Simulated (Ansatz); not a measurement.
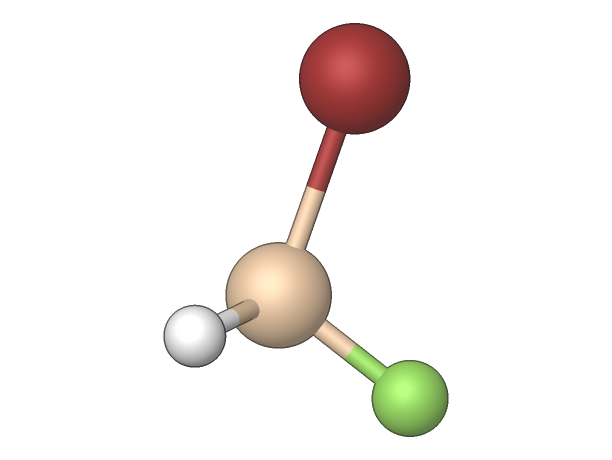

Every bond is drawn as one stick, whatever its order. Colours: fluorine green, silicon light orange, bromine red, hydrogen white.

The species is neutral and a spin doublet. Computed geometry: PBE0-D4/def2-TZVP optimisation.

> Give the formula.

BrFHSi, 4 atoms: 1 bromine, 1 fluorine, 1 hydrogen and 1 silicon.

> Give a SMILES string for it.

F[SiH]Br

> Name functional groups in it.

Among them: Si–H bond.

> Count the bonded pairs by element.

1 F–Si, 1 Br–Si, 1 Si–H.

> Give the symmetry (Schoenflies symbol).

C1.

More results for the same structure follow; atom numbers are the same in all pictures, views and colours differ.

**Shape**

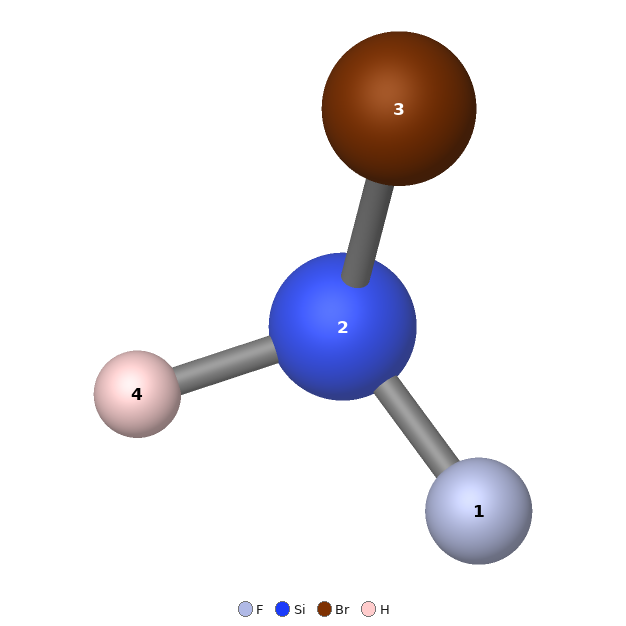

Numbered structure.

List the bonds and their lengths.

| bond | length (Å) | order |
| --- | --- | --- |
| F1–Si2 | 1.596 | single |
| Si2–Br3 | 2.211 | single |
| Si2–H4 | 1.491 | single |

**Charges**

The questions are on Mulliken charges. Level of theory: UKS PBE-D4/def2-TZVPP (Ansatz 0.2.0).

> Which atom carries the highest charge (most positive or least negative)?

Si2 (0.43 e).

> And the lowest?

F1 (−0.24 e).

List the Mulliken charges.

```json
{"atom": "F1", "value (e)": "−0.24"}
{"atom": "Si2", "value (e)": "0.43"}
{"atom": "Br3", "value (e)": "−0.16"}
{"atom": "H4", "value (e)": "−0.03"}
```

**Levels of theory compared**

Program: Ansatz 0.2.0.

Tabulate dipole (D), HOMO energy (eV) at these levels: B3LYP-D4/def2-TZVPP; PBE-D4/def2-TZVPP; r2SCAN-D4/def2-TZVPP; ωB97M-V/def2-TZVPP.

| level | dipole (D) | HOMO energy (eV) |
| --- | --- | --- |
| B3LYP-D4/def2-TZVPP | 1.19 | −6.54 |
| PBE-D4/def2-TZVPP | 1.03 | −5.59 |
| r2SCAN-D4/def2-TZVPP | 1.12 | −5.99 |
| ωB97M-V/def2-TZVPP | 1.24 | −8.60 |

**Thermal motion**

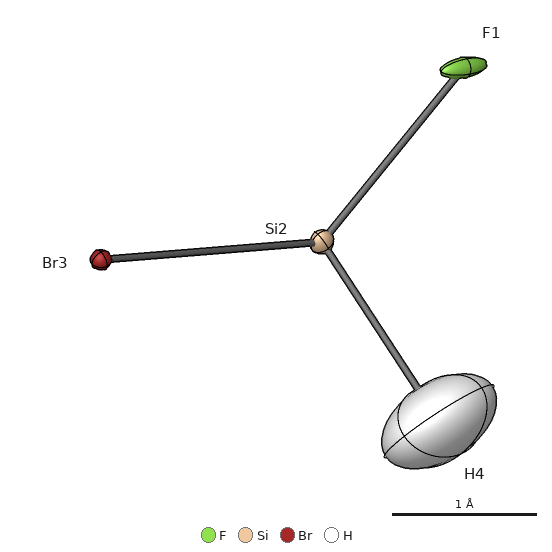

Displacement ellipsoids at the 50 % level, enlarged 2 times, from the internal vibrations of the free molecule (harmonic, no overall translation or rotation; no half-axis is drawn under 0.075 Å). Vibrations computed with UKS PBE0-D4/def2-TZVP (Ansatz 0.2.0). Temperature: 200 K.

> Which atom moves most?

H4, with U_eq = 0.0175 Å².

> Does H4 move more along its bond or across it?

Across it: the root-mean-square amplitude is 0.089 Å along the bond and up to 0.157 Å across, since bending and torsion are softer than stretching.

Give the displacement parameters, one line for each set of equivalent atoms.

```json
{"atom": "F1", "U_eq (Å²)": "0.0017", "rms amplitudes (Å)": "0.007, 0.024, 0.068"}
{"atom": "Si2", "U_eq (Å²)": "0.00074", "rms amplitudes (Å)": "0.010, 0.029, 0.036"}
{"atom": "Br3", "U_eq (Å²)": "0.00015", "rms amplitudes (Å)": "0.001, 0.007, 0.020"}
{"atom": "H4", "U_eq (Å²)": "0.0175", "rms amplitudes (Å)": "0.088, 0.142, 0.157"}
```

Mulliken values depend strongly on the basis set and can even reverse the polarity of a bond.
